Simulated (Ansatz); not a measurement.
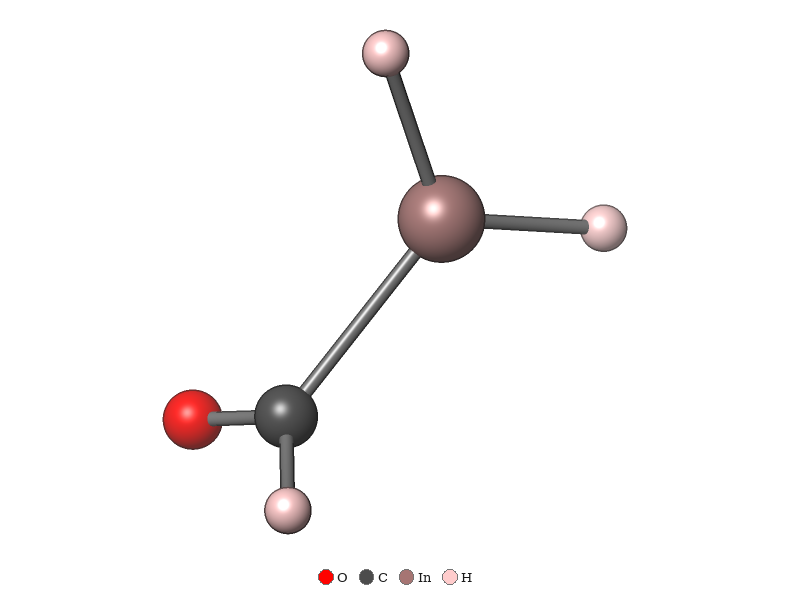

A ball-and-stick model of a molecule.

Describe the molecule.

It has 6 atoms: 1 carbon, 3 hydrogen, 1 indium and 1 oxygen (CH₃InO). Its SMILES string is `O=[CH][InH2]`. This geometry has Cs symmetry. Coordination: 1 C trigonal planar; 1 In trigonal planar.

The parts below concern this one geometry. Atoms keep their numbers from picture to picture. The geometry was computed by an optimisation with PBE0-D4/def2-TZVP.

**Charges**

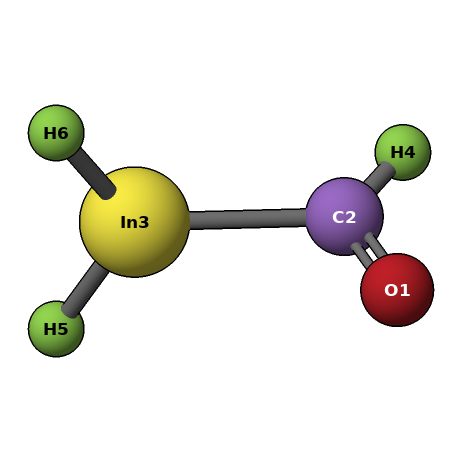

The questions are on Mulliken charges. Properties computed with RKS ωB97M-V/def2-TZVPP, core potentials on In (Ansatz 0.2.0).

Which atom carries the highest charge (most positive or least negative)?

Answer. In3 (0.44 e).

And the lowest?

Answer. O1 (−0.27 e).

Give the Mulliken charges atom by atom.

```
atom  value (e)
  O1      −0.27
  C2      −0.06
 In3       0.44
  H4       0.08
  H5      −0.09
  H6      −0.09
```

**Vibrations**

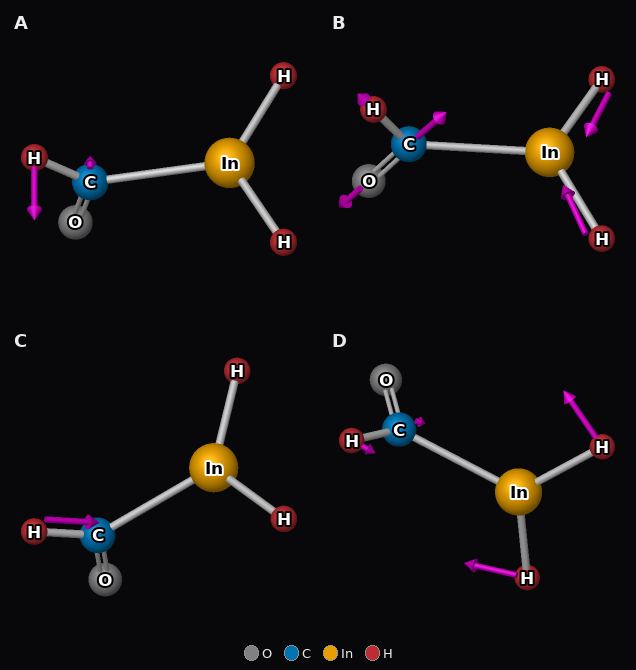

4 normal modes of one molecule or complex, as arrows. Harmonic vibrations computed with RKS PBE0-D4/def2-TZVP, core potentials on In (Ansatz 0.2.0) at a stationary point of the same level.

Match the panels to the wavenumbers 601 cm⁻¹, 788 cm⁻¹, 1743 cm⁻¹, 2791 cm⁻¹.

Answer. A: 788 cm⁻¹
B: 1743 cm⁻¹
C: 2791 cm⁻¹, C–H stretching
D: 601 cm⁻¹, angle bending

**Levels of theory compared**

Program: Ansatz 0.2.0.

At this fixed geometry, give dipole (D) at these levels: B3LYP-D4/def2-TZVPP; PBE-D4/def2-TZVPP; PBE0-D4/def2-TZVP; r2SCAN-D4/def2-TZVPP; ωB97M-V/def2-TZVPP.

```json
{"level": "B3LYP-D4/def2-TZVPP", "dipole (D)": "2.21"}
{"level": "PBE-D4/def2-TZVPP", "dipole (D)": "1.93"}
{"level": "PBE0-D4/def2-TZVP", "dipole (D)": "2.22"}
{"level": "r2SCAN-D4/def2-TZVPP", "dipole (D)": "2.07"}
{"level": "ωB97M-V/def2-TZVPP", "dipole (D)": "2.33"}
```

Mulliken values depend strongly on the basis set and can even reverse the polarity of a bond.
